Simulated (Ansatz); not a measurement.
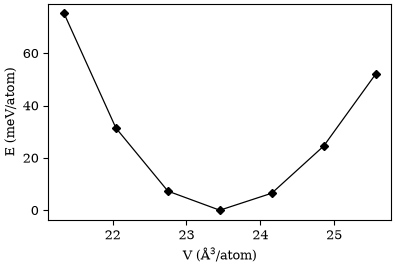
Figure: Sb2Pt in space group Pa-3 (No. 205; Sb on 8c, Pt on 4a) under volume change, PBE (plane waves, PAW; program Ansatz), shape and atoms relaxed at each volume.

Question: What does a third-order Birch–Murnaghan fit give for V₀, B₀ and B′?

Answer: V₀ = 23.45 Å³/atom, B₀ = 104 GPa, B′ = 5.1.

The PBE relaxation kept the symmetry of its start. The run is not spin-polarised. Spin–orbit coupling is left out wherever it is not named.

Potentials: the later of the program's two PAW sets.
